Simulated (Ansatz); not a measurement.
```xyz
9

Al   -1.2059    1.0789   -1.2574
B     0.1466    0.7186    0.3154
Si    0.9486   -1.0748    0.7468
H    -2.7684    0.8045   -1.0766
H    -0.6853    1.5873   -2.6789
H     0.4494    1.5894    1.1057
H     0.9410   -2.0718   -0.3704
H     0.0333   -1.6074    1.8168
H     2.3319   -1.0270    1.3188
```

All numbers below come from RKS r2SCAN-D4/def2-SVP in Ansatz 0.2.0.

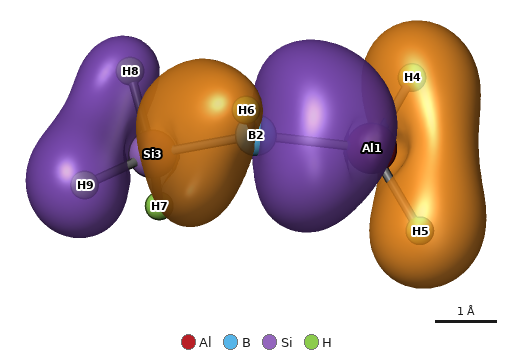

AlBH₆Si (SMILES [AlH2][BH][SiH3]). The HOMO at ±0.06 Å⁻³ᐟ² (orange and purple are the two phases), seen from one side.

Question: What is the character of this orbital?

Answer: It lies mainly on B2 (about 40 %), Al1 (about 25 %), Si3 (about 15 %) and H4 (about 5 %). Its energy is −6.51 eV.
